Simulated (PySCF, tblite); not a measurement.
**C6H7FN2Si: geometry, infrared bands and NMR shifts**

What infrared bands and NMR shifts should C6H7FN2Si (`C[SiH2]/C(C#N)=C(\C#N)CF`) show?

The runs use tblite 0.8.0 and PySCF 2.14.0, with density-fitted response routines of our own; the level of theory stands in each step. All values are computed, except where a source is named. Atoms are numbered from 0 throughout.

### Step 1. The starting structure

17 atoms, charge 0, multiplicity 1; geometry from: force field or distance geometry start.

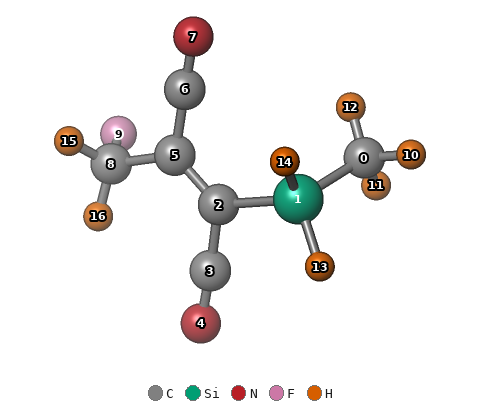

The starting geometry (carbon grey, silicon teal, nitrogen red, fluorine pink, hydrogen orange), atoms numbered.

### Step 2. Optimising the geometry with GFN2-xTB

What the job is given:

```
{"job": {"kind": "relax", "xc": "GFN2-xTB", "basis": "xTB"}, "charge": 0, "multiplicity": 1}
C     -2.566400    -0.071200    -0.558200
Si    -1.470000     0.367800     0.847600
C      0.310600     0.523100     0.321600
C      0.661600     1.906200     0.194500
N      0.996600     3.002100     0.111500
C      1.168600    -0.471500     0.038300
C      0.789400    -1.840900     0.143400
N      0.465500    -2.945700     0.255500
C      2.603900    -0.254200    -0.395000
F      2.718900    -0.536600    -1.716600
H     -3.615900    -0.168600    -0.226600
H     -2.549600     0.699900    -1.331400
H     -2.287500    -1.015500    -1.008100
H     -1.920500     1.623200     1.485700
H     -1.543400    -0.676400     1.904700
H      3.279500    -0.905800     0.166700
H      2.951700     0.776300    -0.243500
```

Started as:

```bash
> OMP_NUM_THREADS=1 python probes_run.py task.json out
```

This one command runs all jobs of the session in turn.

**Question.** This job is followed by: GFN2-xTB harmonic vibrations, gas phase; GIAO PBE0/pcSseg-1 NMR shielding, non-relativistic, gas phase. Predict these results of the whole session: strongest single infrared mode (GFN2-xTB); zero-point energy (GFN2-xTB); 13C shifts against TMS (PBE0/pcSseg-1); 1H shifts against TMS (PBE0/pcSseg-1, means over atoms taken as alike); 29Si shifts against TMS (PBE0/pcSseg-1); 15N shifts against NH3 (PBE0/pcSseg-1); 19F shifts against CFCl3 (PBE0/pcSseg-1); surface potential, least and greatest.

As calculated:

```
                                                              quantity                                       value
                             strongest single infrared mode (GFN2-xTB)                       2273 cm⁻¹, 303 km/mol
                                          zero-point energy (GFN2-xTB)                               69.9 kcal/mol
                                13C shifts against TMS (PBE0/pcSseg-1)  147.6, 138.1, 121.4, 121.1, 86.6, -6.8 ppm
1H shifts against TMS (PBE0/pcSseg-1, means over atoms taken as alike)                        5.65, 4.68, 0.64 ppm
                               29Si shifts against TMS (PBE0/pcSseg-1)                                   -36.4 ppm
                                15N shifts against NH3 (PBE0/pcSseg-1)                            358.9, 347.5 ppm
                              19F shifts against CFCl3 (PBE0/pcSseg-1)                                  -243.4 ppm
                                 surface potential, least and greatest                          -1.37 V and 1.58 V
```

Relaxing lowered the energy by 0.206 eV in 116 steps; the close pair that moved most is C0–Si1, from 1.836 to 1.894 Å. All 45 modes are real, so the xTB geometry is a minimum. The strongest single mode, at 2273 cm⁻¹, moves mainly H14. GFN2-xTB is a fitted tight-binding method: band positions and strengths are rough. Its intensities can rank the bands wrongly. H15, H16 (mean) (hydrogen on an allylic sp3 CH2 bonded to F) lies farthest downfield among hydrogen, at 5.65 ppm; its carbon carries F, which withdraws density. At PBE0/pcSseg-1: The largest span, 422 ppm, is at N7, where the paramagnetic term is -421 ppm. At PBE0/pcSseg-1, counted by nearest atom on the grid, the HOMO lies on C2, C5 about 22 % each; N4, N7 about 17 % each, the LUMO on C2, C5 about 25 % each; N4, N7 about 13 % each.
